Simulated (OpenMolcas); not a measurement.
## Energy and gradient calculation of C3H6OS (part 1 of 2)

The run: energy and gradient calculation of C3H6OS, SMILES COC1CS1. Method and program: HF/def2-TZVP, RHF (OpenMolcas 26.06).

The geometry comes from this level: GFN2-xTB.

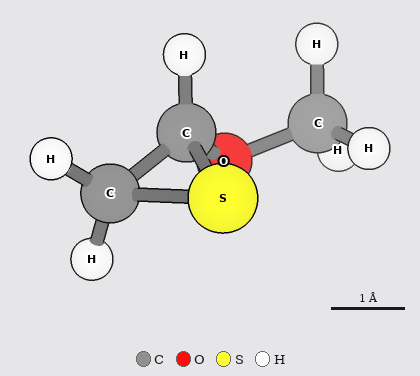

Figure 1. The structure (ball-and-stick view, seen at a tilt). Bond lengths as drawn: C–C 1.48 Å, C–H 1.08 to 1.10 Å, C–O 1.36 to 1.41 Å and C–S 1.80 to 1.83 Å.

## Results in brief

```tsv
quantity	value
outcome	converged
total energy	−589.531907 hartree
basis functions	197
largest force	0.567 eV/Å
HOMO	−9.43 eV
LUMO	3.69 eV
dipole moment	1.85 debye
hardware	4 threads of Arm Neoverse N1, 90 GiB of memory available, host not shared
wall time	44 s (CPU time 49 s)
peak memory	0.68 GiB
```

## Input
```
>>> EXPORT MOLCAS_PRINT=2

&GATEWAY
 COORD=mol.xyz
 BASIS=def2-TZVP
 GROUP=NoSym
 RICD

&SEWARD

&SCF
 PRORBITALS=0

&ALASKA
```

## File mol.xyz
```
11

C     -1.311930    -0.320820     1.169690
O     -0.182480    -0.738340     0.429210
C      0.520810     0.281600    -0.132980
C      1.366550    -0.022620    -1.304750
S     -0.077010     0.976330    -1.715600
H     -2.023760     0.199630     0.520250
H     -1.018890     0.344780     1.989100
H     -1.766480    -1.223560     1.570160
H      0.838950     1.062890     0.559300
H      2.320930     0.476280    -1.403620
H      1.333330    -1.036170    -1.680760
```

Run as:
```bash
export MOLCAS_MEM=8000 MOLCAS_THREADS=4
pymolcas job.input > job.log
```

## The program's output
```
--- Start Module: gateway ---

                                              &GATEWAY

                       available to each process: 8.0 GB of memory, 4 threads

++    Symmetry information:
      ---------------------

                    Character Table for C1

                             E
                    a        1  x, y, xy, Rz, z, xz, Ry, yz, Rx, I
--

++    Basis set information:
      ----------------------

      Basis set label: C.DEF2-TZVP.........

      Electronic valence basis set:
      ------------------
      Associated Effective Charge   6.000000 au
      Associated Actual Charge      6.000000 au
      Nuclear Model: Point charge

      Shell  nPrim  nBasis  Cartesian Spherical Contaminant
         s      11       5        X
         p       6       3        X
         d       2       2                 X
         f       1       1                 X

      Basis set label: O.DEF2-TZVP.........

      Electronic valence basis set:
      ------------------
      Associated Effective Charge   8.000000 au
      Associated Actual Charge      8.000000 au
      Nuclear Model: Point charge

      Shell  nPrim  nBasis  Cartesian Spherical Contaminant
         s      11       5        X
         p       6       3        X
         d       2       2                 X
         f       1       1                 X

      Basis set label: C.DEF2-TZVP.........

      Electronic valence basis set:
      ------------------
      Associated Effective Charge   6.000000 au
      Associated Actual Charge      6.000000 au
      Nuclear Model: Point charge

      Shell  nPrim  nBasis  Cartesian Spherical Contaminant
         s      11       5        X
         p       6       3        X
         d       2       2                 X
         f       1       1                 X

      Basis set label: S.DEF2-TZVP.........

      Electronic valence basis set:
      ------------------
      Associated Effective Charge  16.000000 au
      Associated Actual Charge     16.000000 au
      Nuclear Model: Point charge

      Shell  nPrim  nBasis  Cartesian Spherical Contaminant
         s      14       5        X
         p       9       5        X
         d       3       2                 X
         f       1       1                 X

      Basis set label: H.DEF2-TZVP.........

      Electronic valence basis set:
      ------------------
      Associated Effective Charge   1.000000 au
      Associated Actual Charge      1.000000 au
      Nuclear Model: Point charge

      Shell  nPrim  nBasis  Cartesian Spherical Contaminant
         s       5       3        X
         p       1       1        X
--

++    Molecular structure info:
      -------------------------

                    ************************************************
                    **** Cartesian Coordinates / bohr, angstrom ****
                    ************************************************

     Center  Label                x              y              z                     x              y              z
        1      C1              -2.479188      -0.606262       2.210394             -1.311930      -0.320820       1.169690
        2      O2              -0.344837      -1.395260       0.811089             -0.182480      -0.738340       0.429210
        3      C3               0.984188       0.532147      -0.251296              0.520810       0.281600      -0.132980
        4      C4               2.582405      -0.042746      -2.465620              1.366550      -0.022620      -1.304750
        5      S5              -0.145528       1.844996      -3.242014             -0.077010       0.976330      -1.715600
        6      H6              -3.824352       0.377246       0.983130             -2.023760       0.199630       0.520250
        7      H7              -1.925423       0.651540       3.758854             -1.018890       0.344780       1.989100
        8      H8              -3.338163      -2.312193       2.967172             -1.766480      -1.223560       1.570160
        9      H9               1.585386       2.008571       1.056924              0.838950       1.062890       0.559300
       10      H10              4.385922       0.900039      -2.652457              2.320930       0.476280      -1.403620
       11      H11              2.519629      -1.958078      -3.176176              1.333330      -1.036170      -1.680760

                    ***************************************
                    *    InterNuclear Distances / bohr    *
                    ***************************************

               1 C1            2 O2            3 C3            4 C4            5 S5            6 H6
    1 C1       0.000000
    2 O2       2.671334        0.000000
    3 C3       4.398962        2.570967        0.000000
    4 C4       6.913927        4.597268        2.790704        0.000000
    5 S5       6.417429        5.192941        3.456042        3.407048        0.000000
    6 H6       2.069524        3.908760        4.966877        7.288128        5.791363        0.000000
    7 H7       2.070375        3.921347        4.955946        7.716646        7.321511        3.374287
    8 H8       2.054447        3.801245        6.093565        8.349776        8.125832        3.377260
    9 H9       4.968763        3.920748        2.062209        4.196458        4.637207        5.650835
   10 H10      8.546696        6.296399        4.180038        2.043630        4.666322        8.994410
   11 H11      7.471995        4.941681        4.136873        2.043851        4.644434        7.937232

               7 H7            8 H8            9 H9           10 H10          11 H11
    7 H7       0.000000
    8 H8       3.377323        0.000000
    9 H9       4.633329        6.823444        0.000000
   10 H10      8.999986       10.077707        4.778217        0.000000
   11 H11      8.640789        8.495873        5.875904        3.453427        0.000000

                    *******************************************
                    *    InterNuclear Distances / angstrom    *
                    *******************************************

               1 C1            2 O2            3 C3            4 C4            5 S5            6 H6
    1 C1       0.000000
    2 O2       1.413609        0.000000
    3 C3       2.327831        1.360497        0.000000
    4 C4       3.658693        2.432769        1.476777        0.000000
    5 S5       3.395957        2.747986        1.828859        1.802932        0.000000
    6 H6       1.095145        2.068426        2.628358        3.856711        3.064657        0.000000
    7 H7       1.095595        2.075087        2.622573        4.083473        3.874377        1.785596
    8 H8       1.087167        2.011532        3.224576        4.418511        4.300005        1.787169
    9 H9       2.629356        2.074770        1.091274        2.220670        2.453904        2.990293
   10 H10      4.522717        3.331911        2.211981        1.081442        2.469311        4.759637
   11 H11      3.954010        2.615025        2.189139        1.081559        2.457728        4.200202

               7 H7            8 H8            9 H9           10 H10          11 H11
    7 H7       0.000000
    8 H8       1.787202        0.000000
    9 H9       2.451852        3.610811        0.000000
   10 H10      4.762587        5.332893        2.528523        0.000000
   11 H11      4.572509        4.495822        3.109394        1.827475        0.000000

                    **************************************
                    *    Valence Bond Angles / degree    *
                    **************************************
                          Atom centers                 Phi
                      2 O2       1 C1       6 H6       110.43
                      2 O2       1 C1       7 H7       110.95
                      2 O2       1 C1       8 H8       106.37
                      6 H6       1 C1       7 H7       109.19
                      6 H6       1 C1       8 H8       109.96
                      7 H7       1 C1       8 H8       109.93
                      1 C1       2 O2       3 C3       114.08
                      2 O2       3 C3       4 C4       118.00
                      2 O2       3 C3       9 H9       115.17
                      4 C4       3 C3       9 H9       118.94
                      3 C3       4 C4      10 H10      118.88
                      3 C3       4 C4      11 H11      116.83
                     10 H10      4 C4      11 H11      115.32

           ***************************************************************
           *              Valence Dihedral Angles / degree               *
           ***************************************************************
                    Atom centers                       Phi1     Phi2     Theta
           3 C3       2 O2       1 C1       6 H6        114.08   110.43    61.54
           3 C3       2 O2       1 C1       7 H7        114.08   110.95   -59.67
           3 C3       2 O2       1 C1       8 H8        114.08   106.37  -179.19
           1 C1       2 O2       3 C3       4 C4        114.08   118.00  -157.09
           1 C1       2 O2       3 C3       9 H9        114.08   115.17    54.11
           2 O2       3 C3       4 C4      10 H10       118.00   118.88  -142.47
           2 O2       3 C3       4 C4      11 H11       118.00   116.83     3.24
           9 H9       3 C3       4 C4      10 H10       118.94   118.88     5.14
           9 H9       3 C3       4 C4      11 H11       118.94   116.83   150.85
--

            Nuclear Potential Energy            230.32260776 au

--- Stop Module: gateway /rc=_RC_ALL_IS_WELL_ ---
--- Module gateway spent 1 second ---

--- Start Module: seward ---

                                              &SEWARD

                       available to each process: 8.0 GB of memory, 4 threads

               SEWARD will generate:
                  Multipole Moment integrals up to order  2
                  Kinetic Energy integrals
                  Nuclear Attraction integrals (point charge)
                  One-Electron Hamiltonian integrals
                  Velocity integrals
                  Orbital angular momentum around (  0.0253   0.3881  -1.0420 )
                  Velocity quadrupole around (  0.0253   0.3881  -1.0420 )
                  RI decomposed two-electron repulsion integrals stored Cholesky style
                   - acCD auxiliary basis
                   - CD Threshold:   1.00E-04

                   Integrals are discarded if absolute value <: 1.00E-14
                   Integral cutoff threshold is set to       <: 1.00E-16

            Nuclear Potential Energy            230.32260776 au

      Basis set specifications :
      Symmetry species         a
      Basis functions          197

--- Stop Module: seward /rc=_RC_ALL_IS_WELL_ ---
--- Module seward spent 6 seconds ---

--- Start Module: scf ---

                                                &SCF

                       available to each process: 8.0 GB of memory, 4 threads

++    Input section:
      --------------

      Header of the integral files:
```
